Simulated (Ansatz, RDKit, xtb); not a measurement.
# Isomers of B4N3H7O, a sample narrowed down, part 2 of 2

Which of a sample of isomers of B4N3H7O is the most stable in the gas at 298.15 K, and what are its properties? The sample is small against all isomers, and the most stable one of this formula need not be in it.

xtb, Ansatz and PySCF; isolated molecules. The steps go on from the part before.

## 6. Ranking at PBE-D3(BJ)/def2-SVP

```csv
label,spin,r2SCAN-D4/def2-SVP (kcal/mol),"PBE-D3(BJ)/def2-SVP, relaxed (kcal/mol)",time
c256d,singlet,0.0,0.0,29 s
c871b,singlet,3.1,3.7,26 s
c091a,singlet,34.8,34.5,35 s
```

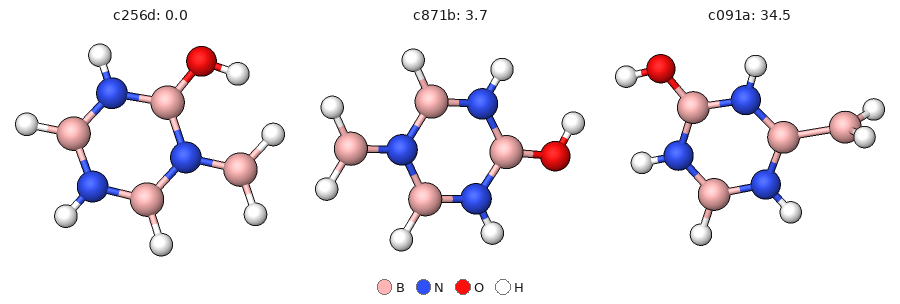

The relaxed structures, with energies at PBE-D3(BJ)/def2-SVP in kcal/mol.

## 7. Vibrations and thermal terms

The lowest few go on as finalists. In this search the thermal terms come from GFN2-xTB at its own nearest minimum. The first, c256d:

The input, start.xyz:

```xyz
15
c256d
B      1.833099    -2.369062    -1.229784
B     -0.588066    -1.969626    -1.703686
B     -1.893330    -0.338858    -0.287468
B      0.549328    -0.729650     0.206052
N      0.617641    -1.700503    -0.914598
N     -1.793095    -1.288398    -1.370009
N     -0.711423    -0.089139     0.470069
O      1.630497    -0.427253     0.986016
H      1.892138    -3.163530    -2.145493
H      2.845980    -2.148281    -0.573121
H     -0.550819    -2.761222    -2.624114
H     -2.626589    -1.482892    -1.925575
H     -2.943059     0.221044    -0.036725
H     -0.745088     0.576654     1.243673
H      2.409483    -0.938052     0.686711
```

Started as:

```console
xtb start.xyz --gfn 2 --ohess tight
```

The program printed (excerpt; [...] marks lines left out):

```text
* xtb version 6.7.1
[...]
          :  # basis functions                  39          :
[...]
          :  # electrons                        40          :
[...]
          :  Hamiltonian                  GFN2-xTB          :
[...]
          :  net charge                          0          :
          :  unpaired electrons                  0          :
[...]
   *** convergence criteria satisfied after 12 iterations ***
[...]
   *** GEOMETRY OPTIMIZATION CONVERGED AFTER 9 ITERATIONS ***
[...]
   *** convergence criteria satisfied after 3 iterations ***
[...]
         ::                     SUMMARY                     ::
         :::::::::::::::::::::::::::::::::::::::::::::::::::::
         :: total energy             -21.601158078217 Eh    ::
         :: gradient norm              0.000085628536 Eh/a0 ::
         :: HOMO-LUMO gap              4.541655263592 eV    ::
         ::.................................................::
         :: SCC energy               -21.833304272774 Eh    ::
         :: -> isotropic ES            0.131487090572 Eh    ::
         :: -> anisotropic ES          0.012521295117 Eh    ::
         :: -> anisotropic XC          0.001719347593 Eh    ::
         :: -> dispersion             -0.010195823075 Eh    ::
         :: repulsion energy           0.232146194557 Eh    ::
         :: add. restraining           0.000000000000 Eh    ::
         :: total charge              -0.000000000000 e     ::
         :::::::::::::::::::::::::::::::::::::::::::::::::::::
[...]
        20        2.0000           -0.3962760             -10.7832 (HOMO)
        21                         -0.2293731              -6.2416 (LUMO)
[...]
molecular dipole:
                 x           y           z       tot (Debye)
 q only:       -0.301       0.101       0.001
   full:       -0.194       0.100       0.043       0.564
molecular quadrupole (traceless):
[...]
          | TOTAL ENERGY              -21.601158078220 Eh   |
          | TOTAL ENTHALPY            -21.486118638509 Eh   |
          | TOTAL FREE ENERGY         -21.526856880986 Eh   |
          | GRADIENT NORM               0.000085685917 Eh/α |
[...]
```

Wall time 1 s (2 threads of Intel Xeon at 2.50GHz (Skylake/Cascade Lake), shared host); peak memory 0.11 GiB.

## 8. Zero-point energy and free-energy terms

As xtb prints them, at 298.15 K, with its own treatment of low modes:

```csv
label,SMILES,spin,lowest mode (cm⁻¹),zero-point (kcal/mol),G − E (kcal/mol)
c256d,BN1BNBNB1O,singlet,70,66.6,46.6
c871b,BN1BNB(O)NB1,singlet,80,66.5,46.5
c091a,BB1NBNB(O)N1,singlet,122,66.2,45.6
```

## 9. Last filter: a higher level

Each finalist gets a single point at CCSD(T)/def2-SVP + MP2/def2-TZVPP - MP2/def2-SVP.

c256d, CCSD(T)/def2-SVP:

The input, input.yaml:

```yaml
crystal:
  periodic: [false, false, false]
  atoms:
    - {symbol: B, position_ang: [1.833099, -2.369062, -1.229784]}
    - {symbol: B, position_ang: [-0.588066, -1.969626, -1.703686]}
    - {symbol: B, position_ang: [-1.893330, -0.338858, -0.287468]}
    - {symbol: B, position_ang: [0.549328, -0.729650, 0.206052]}
    - {symbol: N, position_ang: [0.617641, -1.700503, -0.914598]}
    - {symbol: N, position_ang: [-1.793095, -1.288398, -1.370009]}
    - {symbol: N, position_ang: [-0.711423, -0.089139, 0.470069]}
    - {symbol: O, position_ang: [1.630497, -0.427253, 0.986016]}
    - {symbol: H, position_ang: [1.892138, -3.163530, -2.145493]}
    - {symbol: H, position_ang: [2.845980, -2.148281, -0.573121]}
    - {symbol: H, position_ang: [-0.550819, -2.761222, -2.624114]}
    - {symbol: H, position_ang: [-2.626589, -1.482892, -1.925575]}
    - {symbol: H, position_ang: [-2.943059, 0.221044, -0.036725]}
    - {symbol: H, position_ang: [-0.745088, 0.576654, 1.243673]}
    - {symbol: H, position_ang: [2.409483, -0.938052, 0.686711]}
basis:
  gaussian:
    orbitals: def2-SVP
correlation:
  method: ccsd_t
  frozen_orbitals: {B: 1, H: 0, O: 1, "N": 1}
```

Started as:

```console
ansatz run input.yaml --threads 2 --pin off --max-ram 5220MiB --events-out events.jsonl --progress --plain --runs-dir runs
```

The program printed (excerpt; [...] marks lines left out):

```text
Warning: RAYON_NUM_THREADS=2 ignored (pool sized by the plan → 2); use --threads N
Functional definition: HF
  name "HF"
[...]
1486 factors; integrals over basis functions are off by at most 1.1e-3 eV
[...]
mean field -9282.19094058 eV, -341.1142253714 hartree, gradient 7.2e-7 eV, S^2 0.000000; 0 other end points of the search recorded, 0 dependent functions left out
8 core orbitals not correlated: weight in the atoms' cores, before any rotation towards them, 1.000 or more for the frozen orbitals, at most 0.000 for the correlated occupied ones
reference -9282.19094058 eV, -341.1142253714 hartree; 20, 20 occupied and 119, 119 virtual orbitals, 1486 factors
second order -27.10591001 eV of doubles, -0.00000000 eV of singles
cycle   1  -27.81726167 eV  change   -7.1e-1 eV  update   1.2e-1
[...]
cycle  10  -28.67744333 eV  change    2.9e-6 eV  update   2.0e-5
perturbative correction -0.90527857 eV, -0.0332683737 hartree
Total energy: -9311.77366247 eV, -342.2013703490 hartree
```

It took 97 s on 2 threads of Intel Xeon at 2.50GHz (Skylake/Cascade Lake), shared host; peak memory 1.4 GiB.

## 10. c256d at MP2/def2-TZVPP

Edit input.yaml of step 9 so:

```diff
@@ -19,6 +19,3 @@
 basis:
-  gaussian:
-    orbitals: def2-SVP
-correlation:
-  method: ccsd_t
-  frozen_orbitals: {B: 1, H: 0, O: 1, "N": 1}
+  gaussian: {orbitals: def2-TZVPP}
+correlation: {method: mp2, frozen_orbitals: {B: 1, H: 0, O: 1, "N": 1}}
```

Started as:

```console
ansatz run input.yaml --threads 2 --pin off --max-ram 5220MiB --events-out events.jsonl --progress --plain --runs-dir runs
```

The program printed:

```text
Warning: RAYON_NUM_THREADS=2 ignored (pool sized by the plan → 2); use --threads N
[... 2 set-up lines as earlier in the session ...]
  exchange = exact_x
  correlation = 0
2098 factors; integrals over basis functions are off by at most 1.1e-3 eV
mean field evaluation 1: about -9284.6164 eV, gradient 6.0e1 eV
mean field evaluation 2: about -9284.8713 eV, gradient 6.0e1 eV
mean field evaluation 4: about -9292.5754 eV, gradient 5.0e0 eV
mean field evaluation 8: about -9292.6698 eV, gradient 2.3e-1 eV
mean field -9292.67000428 eV, -341.4993238592 hartree, gradient 2.8e-6 eV, S^2 0.000000; 0 other end points of the search recorded, 0 dependent functions left out
8 core orbitals not correlated: weight in the atoms' cores, before any rotation towards them, 1.000 or more for the frozen orbitals, at most 0.000 for the correlated occupied ones
reference -9292.67000428 eV, -341.4993238592 hartree; 20, 20 occupied and 318, 318 virtual orbitals, 2098 factors
second order -33.55180028 eV of doubles, -0.00000000 eV of singles
Total energy: -9326.22180455 eV, -342.7323297772 hartree
```

It took 35 s on 2 threads of Intel Xeon at 2.50GHz (Skylake/Cascade Lake), shared host; peak memory 1.3 GiB.

## 11. c871b at CCSD(T)/def2-SVP

The input, input.yaml:

```yaml
crystal:
  periodic: [false, false, false]
  atoms:
    - {symbol: B, position_ang: [1.426099, -0.614801, 1.100975]}
    - {symbol: B, position_ang: [-0.615464, -1.191612, -0.253316]}
    - {symbol: B, position_ang: [-2.259419, 0.622692, -0.865003]}
    - {symbol: B, position_ang: [-0.208192, 1.191166, 0.492924]}
    - {symbol: "N", position_ang: [0.213318, -0.208808, 0.453602]}
    - {symbol: "N", position_ang: [-1.810338, -0.749221, -0.881953]}
    - {symbol: N, position_ang: [-1.419071, 1.568356, -0.159091]}
    - {symbol: O, position_ang: [-3.434588, 0.936920, -1.508496]}
    - {symbol: H, position_ang: [1.765470, -1.782724, 1.060799]}
    - {symbol: H, position_ang: [2.101760, 0.213563, 1.683047]}
    - {symbol: H, position_ang: [-0.283171, -2.358955, -0.297827]}
    - {symbol: H, position_ang: [-2.390362, -1.430197, -1.375160]}
    - {symbol: H, position_ang: [-3.670676, 1.877658, -1.453369]}
    - {symbol: H, position_ang: [-1.684611, 2.553478, -0.112636]}
    - {symbol: H, position_ang: [0.462111, 2.022427, 1.072154]}
basis:
  gaussian:
    orbitals: def2-SVP
correlation:
  method: ccsd_t
  frozen_orbitals: {B: 1, H: 0, O: 1, "N": 1}
```

Started as:

```console
ansatz run input.yaml --threads 2 --pin off --max-ram 5220MiB --events-out events.jsonl --progress --plain --runs-dir runs
```

The program printed (excerpt; [...] marks lines left out):

```text
Warning: RAYON_NUM_THREADS=2 ignored (pool sized by the plan → 2); use --threads N
[... 2 set-up lines as earlier in the session ...]
[...]
1487 factors; integrals over basis functions are off by at most 1.4e-3 eV
[...]
mean field -9282.15304583 eV, -341.1128327650 hartree, gradient 8.1e-7 eV, S^2 0.000000; 0 other end points of the search recorded, 0 dependent functions left out
8 core orbitals not correlated: weight in the atoms' cores, before any rotation towards them, 1.000 or more for the frozen orbitals, at most 0.000 for the correlated occupied ones
reference -9282.15304583 eV, -341.1128327650 hartree; 20, 20 occupied and 119, 119 virtual orbitals, 1487 factors
second order -27.03798153 eV of doubles, -0.00000000 eV of singles
cycle   1  -27.76504608 eV  change   -7.3e-1 eV  update   1.2e-1
[...]
cycle   9  -28.61917533 eV  change   -2.0e-5 eV  update   4.2e-5
perturbative correction -0.89302595 eV, -0.0328180983 hartree
Total energy: -9311.66524711 eV, -342.1973861577 hartree
```

Run time: 90 s. Hardware: 2 threads of Intel Xeon at 2.50GHz (Skylake/Cascade Lake), shared host; peak memory 1.4 GiB.

## 12. Free energies and the winner

Energies in kcal/mol from c256d; G adds the thermal terms to the CCSD(T)/def2-SVP + MP2/def2-TZVPP - MP2/def2-SVP energy. The columns left of the relaxed level are at the tight-binding geometries.

```csv
label,SMILES,spin,GFN2-xTB,HF/STO-3G,r2SCAN-D4/def2-SVP,PBE-D3(BJ)/def2-SVP,HF/def2-SVP,MP2/def2-SVP,CCSD(T)/def2-SVP + MP2/def2-TZVPP - MP2/def2-SVP,G,share at equilibrium,T1
c256d,BN1BNBNB1O,singlet,0.0,0.0,0.0,0.0,0.0,0.0,0.0,0.0,96.0 %,0.015
c871b,BN1BNB(O)NB1,singlet,2.3,1.8,3.1,3.7,0.9,2.4,2.0,1.9,4.0 %,0.015
c091a,BB1NBNB(O)N1,singlet,39.4,40.9,34.8,34.5,34.1,37.1,33.5,32.5,< 0.1 %,0.015
```

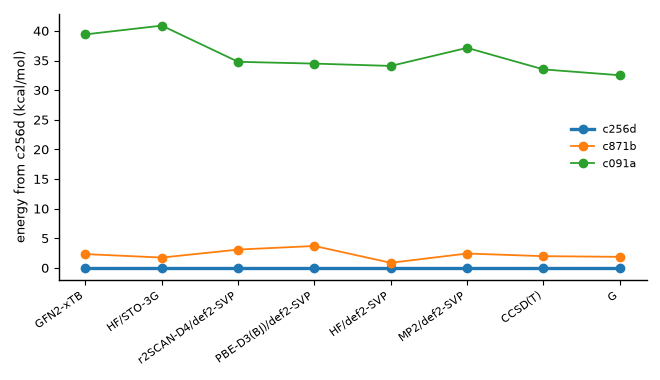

The finalists at each level, measured from c256d.

Lowest found: c256d, `BN1BNBNB1O`, a singlet. Bond lengths: B1–N5 1.423 Å, B2–N5 1.466 Å, B4–N5 1.484 Å, B2–N6 1.424 Å, B3–N6 1.443 Å, B3–N7 1.426 Å, B4–N7 1.439 Å, B4–O8 1.367 Å, B1–H9 1.214 Å, B1–H10 1.227 Å, B2–H11 1.215 Å, N6–H12 1.020 Å, B3–H13 1.216 Å, N7–H14 1.021 Å, O8–H15 0.978 Å. Some angles: B1–N5–B2 119.8°, B1–N5–B4 120.9°, B2–N5–B4 119.3°, N5–B2–N6 118.8°, N5–B4–N7 118.0°, N5–B4–O8 122.6°, N7–B4–O8 119.3°, B2–N6–B3 123.3°, N6–B3–N7 117.1°, B3–N7–B4 123.4°.

```xyz
15

B     1.8331   -2.3691   -1.2298
B    -0.5881   -1.9696   -1.7037
B    -1.8933   -0.3389   -0.2875
B     0.5493   -0.7297    0.2061
N     0.6176   -1.7005   -0.9146
N    -1.7931   -1.2884   -1.3700
N    -0.7114   -0.0891    0.4701
O     1.6305   -0.4273    0.9860
H     1.8921   -3.1635   -2.1455
H     2.8460   -2.1483   -0.5731
H    -0.5508   -2.7612   -2.6241
H    -2.6266   -1.4829   -1.9256
H    -2.9431    0.2210   -0.0367
H    -0.7451    0.5767    1.2437
H     2.4095   -0.9381    0.6867
```

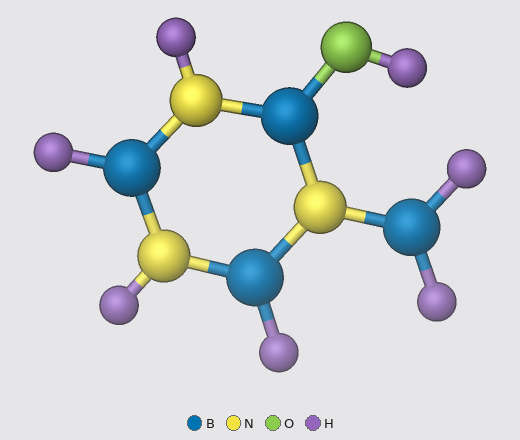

The lowest structure found, seen from a chosen angle (boron blue, nitrogen yellow, oxygen green, hydrogen purple).

## 13. What came out

What follows sums up all 2 parts.

```
                                 quantity                                                                                                                 value
                   lowest structure found                                                                                                   BN1BNBNB1O, singlet
                            next finalist                                                                       BN1BNB(O)NB1, singlet, 1.9 kcal/mol higher in G
share at equilibrium, among the finalists                                                                                                                96.0 %
                                   funnel  24 starts, 9 minima at GFN2-xTB from these starts (11 with those found later), 6 screening runs, 3 relaxed, 3 ranked
                     CPU time of all runs                                                                                                                17 min
```

In words: The lowest structure found is `BN1BNBNB1O`. The margin, 1.9 kcal/mol, is modest. GFN2-xTB, HF/STO-3G, r2SCAN-D4/def2-SVP, PBE-D3(BJ)/def2-SVP, HF/def2-SVP and MP2/def2-SVP already put its bonding pattern lowest among the structures in one piece. The largest share of the time went into the final energies (70 % of the CPU time that the search's summary counts). Lowest found is not proven lowest: the search is finite, and each finalist counts with one conformer. Only 6 drawn patterns were tried, so whole families of isomers are missing, and the result ranks this sample alone.
